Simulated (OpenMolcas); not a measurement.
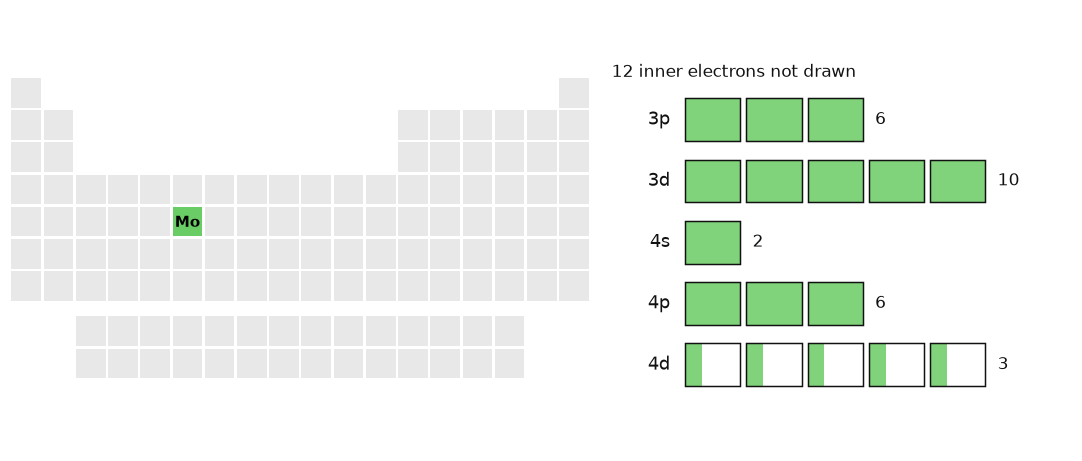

**Figure 1.** Left, the place of molybdenum in the periodic table; right, the outer shells of the leading configuration of the lowest level: a box for each of the 2l + 1 orbitals, shaded by the share of the shell that is filled, with the electron count at the right.

Multiconfigurational calculation for Mo³⁺ complex (part 1 of 2)

Mo³⁺ with 6 ligands (F; octahedron, 2.062 Å), embedded in Cs2NaYF6 by model potentials and point charges, whose field is part of the energies. Computed at this level: state-averaged CASSCF, active space 3 electrons in the shell 4d, basis ANO-RCC-VTZP on the metal and ANO-RCC-VDZP on the ligands, DKH2 scalar Hamiltonian, spin-orbit coupling by RASSI with atomic mean-field integrals (OpenMolcas).

Key numbers:

| quantity | value |
| --- | --- |
| outcome | converged |
| energy of the lowest spin-free term | −4644.28120 hartree |
| energy of the lowest spin-orbit level | −4644.28159 hartree |
| largest spread among components of a term | 0.0 cm⁻¹ |
| hardware | 1 thread of Arm Neoverse V1, 24 GiB of memory available, shared host |
| wall time | 39 s |

Remarks:

Without dynamic correlation the splittings between terms come out too large, often by 20 to 50 %. To bear in mind: the geometry is set by hand, with no relaxation.

Input:
```
&GATEWAY
Basis set
Mo.ANO-RCC-VTZP.
Mo1 0.0 0.0 0.0 Angstrom
End of basis
Basis set
F.ANO-RCC-VDZP.
L1 2.062000 0.000000 0.000000 Angstrom
L2 0.000000 2.062000 0.000000 Angstrom
L3 0.000000 0.000000 2.062000 Angstrom
End of basis
Basis set
Na.EMB-AIMP.Ruiperez.7s4p.1s1p.ECP.Cs2NaYF6.
PseudoCharge
* 3 symmetry-unique lattice sites within 7.6 angstrom
End of basis
Basis set
Cs.EMB-AIMP.Ruiperez.0s.0s.ECP.Cs2NaYF6.
PseudoCharge
* 16 symmetry-unique lattice sites within 7.6 angstrom
End of basis
Basis set
F.EMB-AIMP.Ruiperez.0s.0s.ECP.Cs2NaYF6.
PseudoCharge
* 27 symmetry-unique lattice sites within 7.6 angstrom
End of basis
Basis set
Y.EMB-AIMP.Ruiperez.0s.0s.ECP.Cs2NaYF6.
PseudoCharge
* 6 symmetry-unique lattice sites within 7.6 angstrom
End of basis
Symmetry
XYZ
AngMom=0.0 0.0 0.0
AMFI
RICD
XField
1537 Angstrom 0
* Evjen-weighted lattice charges
&SEWARD
&RASSCF
FileOrb=start.orb
Symmetry=1
Spin=4
nActEl=3 0 0
Inactive=24 24
Ras2=5 0
CIRoot=10 10 1
SDav=10
CIMx=300
Iter=150 100
PrWF=0.3
OrbListing=Nothing
MaxOrb=0
LevShft=1.0
>>> COPY $Project.JobIph JOB001
&RASSCF
FileOrb=start.orb
Symmetry=1
Spin=2
nActEl=3 0 0
Inactive=24 24
Ras2=5 0
CIRoot=40 40 1
SDav=40
CIMx=300
Iter=150 100
PrWF=0.3
OrbListing=Nothing
MaxOrb=0
LevShft=1.0
>>> COPY $Project.JobIph JOB002
&RASSI
NrOfJobIphs=2 10 40
1 2 3 4 5 6 7 8 9 10
1 2 3 4 5 6 7 8 9 10 11 12 13 14 15 16 17 18 19 20 21 22 23 24 25 26 27
28 29 30 31 32 33 34 35 36 37 38 39 40
IphNames
JOB001
JOB002
EJob
SpinOrbit
DIPRint=1.0
SOCoupling=1000.0
Subsets=2
Property=9
'ANGMOM' 1 'ANGMOM' 2 'ANGMOM' 3 'MLTPL  1' 1 'MLTPL  1' 2 'MLTPL  1' 3
'AMFI' 1 'AMFI' 2 'AMFI' 3
SOProperty=3
'ANGMOM' 1 'ANGMOM' 2 'ANGMOM' 3
```

The file start.orb holds starting orbitals from an earlier step. A driver script formed the levels outside the program, from RASSI's spin-orbit matrix and the active-space energies, averaged over the components of each term or state.

Launched with:
```bash
OMP_NUM_THREADS=1 MOLCAS_MEM=2457 MOLCAS_PROJECT=a pymolcas a.inp > a.log  # once for each step of the input, in one work folder
```

Log (extracts):
```
--- SEWARD ---
Basis set label: MO.ANO-RCC...7S6P4D2F1G.

      Electronic valence basis set:
      ------------------
      Associated Effective Charge  42.000000 au
      Associated Actual Charge     42.000000 au
      Nuclear Model: Point charge

      Shell  nPrim  nBasis  Cartesian Spherical Contaminant
         s      21       7        X
         p      18       6        X
         d      13       4                 X
         f       6       2                 X
         g       4       1                 X
                  Relativistic Douglas-Kroll-Hess integrals:
                    - DKH order of Hamiltonian: 2
                    - DKH order of Properties : 0
                  Atomic mean-field integrals
--- RASSCF ---
Wave function specifications:
      -----------------------------

      Number of closed shell electrons          96
      Number of electrons in active shells       3
      Max number of holes in RAS1 space          0
      Max nr of electrons in RAS3 space          0
      Number of inactive orbitals               48
      Number of active orbitals                  5
      Number of secondary orbitals             123
      Spin quantum number                      1.5
      State symmetry                             1
Orbital specifications:
      -----------------------

      Symmetry species                           1   2
                                                ag  au
      Frozen orbitals                            0   0
      Inactive orbitals                         24  24
      Active orbitals                            5   0
      RAS1 orbitals                              0   0
      RAS2 orbitals                              5   0
      RAS3 orbitals                              0   0
      Secondary orbitals                        61  62
      Deleted orbitals                           0   0
      Number of basis functions                 90  86
      Number of CSFs                            10
      Number of root(s) required                10
      Iter CI   SX   CI       RASSCF       Energy    max ROT     max BLB   max BLB  Level Ln srch  Step   QN
          iter iter root      energy       change     param      element    value   shift minimum  type update
 Nr of preliminary CI iterations:   1
      Total energies have been shifted. Add                -4000.00 au
        1   1   11    0  -643.15623195    0.00E+00  -9.77E-02   14  55 1 -3.21E-01*  0.82   0.00    SX    NO
        2   1   12    0  -644.02539857   -8.69E-01* -6.63E-02   24  27 1  1.19E-01*  0.59   0.00    SX    NO
        3   1   12    0  -644.11933255   -9.39E-02* -2.22E-02   24  27 1  4.30E-02*  0.66   0.00    SX    NO
        4   1   11    0  -644.13118166   -1.18E-02* -1.19E-02   24  27 1  2.32E-02*  0.67   0.00    SX    NO
        5   1   10    0  -644.13365269   -2.47E-03* -1.03E-02   24  27 1  1.12E-02*  0.68   1.91    LS   YES
        6   1   10    0  -644.13438237   -7.30E-04*  3.21E-03   25  31 1 -2.75E-03*  0.68   1.05    QN   YES
        7   1    9    0  -644.13450741   -1.25E-04*  1.35E-03    9  51 1  1.67E-03*  0.68   1.15    QN   YES
        8   1    9    0  -644.13452465   -1.72E-05*  3.50E-04    9  44 2 -3.97E-04*  0.68   1.25    QN   YES
        9   1    8    0  -644.13452596   -1.31E-06*  7.63E-05   24  44 2 -1.31E-04*  0.68   1.17    QN   YES
       10   1    7    0  -644.13452608   -1.29E-07*  3.90E-05   24  48 1 -4.43E-05   0.68   1.51    LS   YES
       11   1    7    0  -644.13452610   -1.64E-08* -2.40E-05    9  44 2  6.42E-05   0.68   0.99    QN   YES
       12   1    6    0  -644.13452612   -1.63E-08* -1.20E-05    8  43 2  1.32E-05   0.68   1.49    QN   YES
       13   1    5    0  -644.13452612   -3.40E-09   3.03E-06   24  69 2 -4.24E-06   0.68   1.09    QN   YES
      Convergence after 13 iterations
       14   1    5    0  -644.13452612   -1.76E-10   3.03E-06    9  44 2 -2.03E-06   0.68   1.09    QN   YES
      Natural orbitals and occupation numbers for root  1
      sym 1:   1.000000   1.000000   0.000000   1.000000   0.000000
      Natural orbitals and occupation numbers for root  2
      sym 1:   1.000000   0.000003   0.999997   0.999997   0.000003
      Natural orbitals and occupation numbers for root  3
      sym 1:   1.000000   0.999997   0.999997   0.000003   0.000003
::    RASSCF root number  1 Total energy:  -4644.28119745
::    RASSCF root number  2 Total energy:  -4644.17163245
::    RASSCF root number  3 Total energy:  -4644.17163245
::    RASSCF root number  4 Total energy:  -4644.17163245
::    RASSCF root number  5 Total energy:  -4644.13589602
::    RASSCF root number  6 Total energy:  -4644.13589602
::    RASSCF root number  7 Total energy:  -4644.13589602
::    RASSCF root number  8 Total energy:  -4644.04715945
::    RASSCF root number  9 Total energy:  -4644.04715945
::    RASSCF root number 10 Total energy:  -4644.04715945
--- RASSCF ---
Wave function specifications:
      -----------------------------

      Number of closed shell electrons          96
      Number of electrons in active shells       3
      Max number of holes in RAS1 space          0
      Max nr of electrons in RAS3 space          0
      Number of inactive orbitals               48
      Number of active orbitals                  5
      Number of secondary orbitals             123
      Spin quantum number                      0.5
      State symmetry                             1
Orbital specifications:
      -----------------------

      Symmetry species                           1   2
                                                ag  au
      Frozen orbitals                            0   0
      Inactive orbitals                         24  24
      Active orbitals                            5   0
      RAS1 orbitals                              0   0
      RAS2 orbitals                              5   0
      RAS3 orbitals                              0   0
      Secondary orbitals                        61  62
      Deleted orbitals                           0   0
      Number of basis functions                 90  86
      Number of CSFs                            40
      Number of root(s) required                40
      Iter CI   SX   CI       RASSCF       Energy    max ROT     max BLB   max BLB  Level Ln srch  Step   QN
          iter iter root      energy       change     param      element    value   shift minimum  type update
 Nr of preliminary CI iterations:   1
      Total energies have been shifted. Add                -4000.00 au
        1   1   10    0  -644.05763777    0.00E+00  -8.02E-03   25  31 1 -7.05E-03*  0.65   0.00    SX    NO
        2   1   10    0  -644.05823359   -5.96E-04*  3.13E-03   17  29 1 -4.40E-03*  0.65   0.00    SX    NO
        3   1    9    0  -644.05837738   -1.44E-04*  1.57E-03   17  29 1 -2.33E-03*  0.65   0.00    SX    NO
        4   1    9    0  -644.05841732   -3.99E-05*  8.17E-04   17  29 1 -1.30E-03*  0.65   0.00    SX    NO
        5   1    9    0  -644.05842894   -1.16E-05*  9.92E-04   17  29 1 -6.96E-04*  0.65   2.22    LS   YES
        6   1    7    0  -644.05843384   -4.90E-06*  6.94E-05   10  44 2  1.45E-04*  0.65   0.98    QN   YES
        7   1    7    0  -644.05843393   -8.14E-08*  1.04E-04   16  34 2 -3.67E-05   0.65   2.50    LS   YES
        8   1    7    0  -644.05843391    1.16E-08*  4.10E-05   10  44 2 -1.63E-04*  0.65   0.44    LS   YES
        9   1    7    0  -644.05843394   -2.59E-08*  1.71E-05   12  51 1  9.30E-05   0.65   1.53    QN   YES
       10   1    5    0  -644.05843395   -1.36E-08*  5.34E-06   18  30 1 -9.62E-06   0.65   1.03    QN   YES
       11   1    5    0  -644.05843396   -1.24E-09   5.26E-06   17  29 1  5.61E-06   0.65   1.11    QN   YES
      Convergence after 11 iterations
       12   1    5    0  -644.05843396   -1.49E-10   5.26E-06   23  32 2 -8.35E-07   0.65   1.11    QN   YES
      Natural orbitals and occupation numbers for root  1
      sym 1:   0.993793   0.019488   1.002753   0.980688   0.003279
      Natural orbitals and occupation numbers for root  2
      sym 1:   0.991029   0.003279   0.982069   1.004134   0.019488
      Natural orbitals and occupation numbers for root  3
      sym 1:   0.997845   0.008163   0.989670   0.998325   0.005997
::    RASSCF root number  1 Total energy:  -4644.21475906
::    RASSCF root number  2 Total energy:  -4644.21475906
::    RASSCF root number  3 Total energy:  -4644.21268901
::    RASSCF root number  4 Total energy:  -4644.21268901
::    RASSCF root number  5 Total energy:  -4644.21268901
::    RASSCF root number  6 Total energy:  -4644.17890643
::    RASSCF root number  7 Total energy:  -4644.17890643
::    RASSCF root number  8 Total energy:  -4644.17890643
::    RASSCF root number  9 Total energy:  -4644.11813660
::    RASSCF root number 10 Total energy:  -4644.10719061
::    RASSCF root number 11 Total energy:  -4644.10719061
::    RASSCF root number 12 Total energy:  -4644.10719061
::    RASSCF root number 13 Total energy:  -4644.10543936
::    RASSCF root number 14 Total energy:  -4644.10543936
::    RASSCF root number 15 Total energy:  -4644.10543936
::    RASSCF root number 16 Total energy:  -4644.09819505
::    RASSCF root number 17 Total energy:  -4644.09819505
::    RASSCF root number 18 Total energy:  -4644.08125089
::    RASSCF root number 19 Total energy:  -4644.08125089
::    RASSCF root number 20 Total energy:  -4644.08125089
::    RASSCF root number 21 Total energy:  -4644.05878733
::    RASSCF root number 22 Total energy:  -4644.05878733
::    RASSCF root number 23 Total energy:  -4644.05878733
::    RASSCF root number 24 Total energy:  -4644.05203228
::    RASSCF root number 25 Total energy:  -4644.00692814
::    RASSCF root number 26 Total energy:  -4644.00692814
::    RASSCF root number 27 Total energy:  -4643.99859490
::    RASSCF root number 28 Total energy:  -4643.99859490
::    RASSCF root number 29 Total energy:  -4643.99859490
::    RASSCF root number 30 Total energy:  -4643.99134952
```

(Continued in part 2.)
